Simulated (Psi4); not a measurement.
Approach curve of the dimer C3H6O ··· H6Si2 (SMILES CC(C)=O and [SiH3][SiH3]), singlet. Monomers: optimised at B3LYP-D3(BJ) (def2-TZVP), held rigid. Orientation: lowest of the rigid-body minima from ten starts at GFN2-xTB. The monomers approach along the line of their centres of mass (distance R); nothing else relaxes.

Level of theory: SAPT0/jun-cc-pVDZ, frozen core in Psi4 1.11.

Components in kJ/mol:

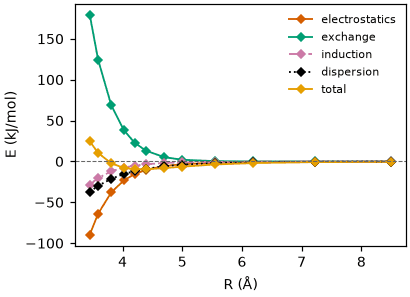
Components of the interaction energy.

```csv
R / Å,electrostatics,exchange,induction,dispersion,total
3.45,-89.40,179.37,-28.35,-37.11,24.51
3.59,-63.87,124.37,-20.27,-29.77,10.47
3.81,-37.85,68.79,-12.10,-21.16,-2.32
4.02,-23.23,38.39,-7.54,-15.40,-7.78
4.20,-15.49,22.98,-5.11,-11.81,-9.44
4.39,-10.30,13.21,-3.46,-8.99,-9.54
4.70,-5.58,5.23,-1.92,-5.85,-8.12
5.00,-3.32,2.09,-1.15,-3.93,-6.31
5.54,-1.54,0.39,-0.53,-2.01,-3.69
6.18,-0.75,0.05,-0.25,-0.99,-1.94
7.23,-0.31,0.00,-0.09,-0.36,-0.76
8.50,-0.13,0.00,-0.03,-0.13,-0.30
```
